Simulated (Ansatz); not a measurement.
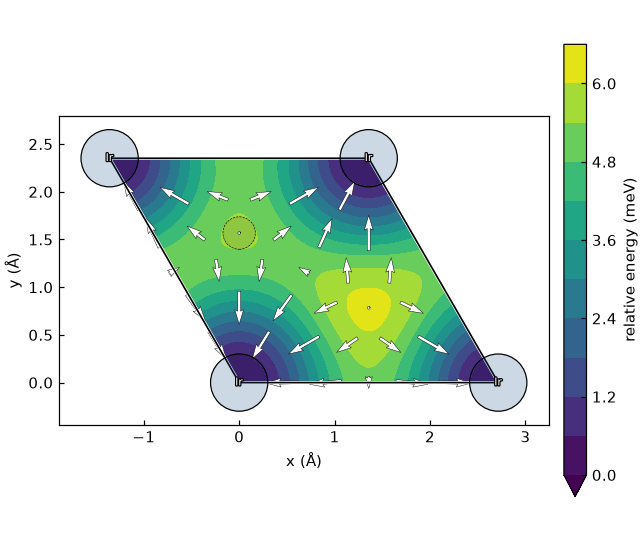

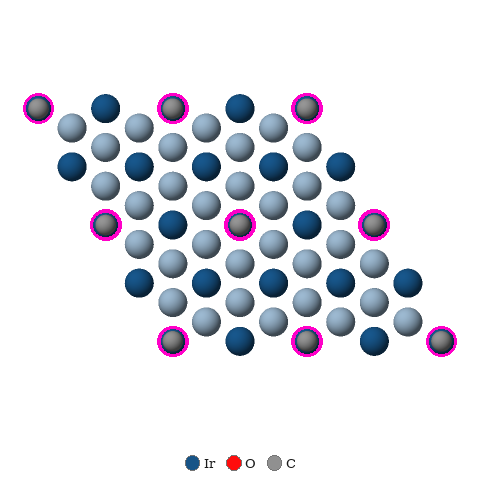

Energy landscape of CO on an Ir(111) slab cut from the Fm-3m phase, its upper half relaxed before the scan (12 atoms of substrate and one adsorbate in a 2 × 2 cell). 
- CO (O end down) is moved over the surface cell at a fixed height above a rigid substrate; the origin of the map has the adsorbate above Ir9; the height is held at 3.40 Å.
- Places are given modulo a cell vector. The map is drawn in real space over the plane of the surface.
- The grid has 6 × 6 points; 10 points were computed and 26 follow by symmetry.
- Places are given in fractions of the 1 × 1 surface cell.
- All energies are given in meV relative to the lowest grid point.
- At a fixed height the lowest place need not be the adsorption site. The runs have no spin polarisation; a magnetic state may lie lower.
- All numbers below come from DFT PBE+D3(BJ), scalar-relativistic, plane waves, PAW in Ansatz. Settings: cutoff 420 eV, k-mesh 6×6×1, gaussian smearing 0.1 eV, no spin polarisation.

Drawn: filled contours, arrows along the force (downhill), their lengths compressed, labelled circles for the atoms of the top layer and small ones for the second layer, the outline of one cell of the plane. Between grid points the surface is interpolated. The second picture is the structure at the lowest point; rings mark the moved atoms.

**Where are the wells?**

The lowest grid point is at the top site over a surface Ir atom, (0/6, 0/6) of the cell vectors. It is the only kind of minimum in the scanned range. The highest grid point, a threefold hollow over a third-layer Ir atom, (4/6, 2/6) of the cell vectors, lies 6.19 meV above the lowest. On the interpolated surface the easiest way out of the lowest well to its copy in the next cell or period passes a barrier of about 5.2 meV.

The values on the grid:

```
second ↓, first →   0/6   1/6   2/6   3/6   4/6   5/6
              5/6  1.33  3.17  4.98  4.98  3.17  1.33
              4/6  3.94  4.98  5.49  4.98  3.94  3.41
              3/6  5.23  4.98  4.98  5.23  5.45  5.45
              2/6  3.94  3.17  3.94  5.45  6.19  5.45
              1/6  1.33  1.33  3.41  5.45  5.45  3.41
              0/6  0.00  1.33  3.94  5.23  3.94  1.33
```

The input of one point:

```yaml
crystal:
  lattice:
    - [5.4309029918, 0.0, 0.0]
    - [-2.7154514959, 4.7032999564, 0.0]
    - [0.0, 0.0, 22.8903532021]
  atoms:
    - { symbol: Ir, position: [0.3333333333, 0.1666666667, 0.1747461022] }
    - { symbol: Ir, position: [0.3333333333, 0.6666666667, 0.1747461022] }
    - { symbol: Ir, position: [0.8333333333, 0.1666666667, 0.1747461022] }
    - { symbol: Ir, position: [0.8333333333, 0.6666666667, 0.1747461022] }
    - { symbol: Ir, position: [0.1666666667, 0.3333333333, 0.2695572136] }
    - { symbol: Ir, position: [0.1666666667, 0.8333333333, 0.2695572136] }
    - { symbol: Ir, position: [0.6666666667, 0.3333333333, 0.2695572136] }
    - { symbol: Ir, position: [0.6666666667, 0.8333333333, 0.2695572136] }
    - { symbol: Ir, position: [0.0, 0.0, 0.3643610533] }
    - { symbol: Ir, position: [0.0, 0.5, 0.3643610533] }
    - { symbol: Ir, position: [0.5, 0.0, 0.3643610533] }
    - { symbol: Ir, position: [0.5, 0.5, 0.3643610533] }
    - { symbol: O, position: [0.0, 0.0, 0.5128952401] }
    - { symbol: C, position: [0.0, 0.0, 0.5631347445] }
basis:
  ecutwfc: 420
kpoints:
  mp_grid: { grid: [6, 6, 1] }
hamiltonian:
  xc: pbe
  pseudopotentials: { kind: paw, azcp: { folder: soft_1 } }
  dispersion: d3bj
scf:
  occupations: { method: gaussian, width: 0.1 }
output:
  forces: true
  eigenvalues: true
efield:
  axis: 3
  dipole_correction: true
  ramp_width: 0.04
```

Each point was launched as `ansatz run input.yaml --threads 2 --pin off --max-ram 6144MiB --backend cpu --events-out ev --progress --plain --runs-dir out`. Time for the 10 points that were run: 20 min on 2 threads of Arm Neoverse N1, on a shared host.
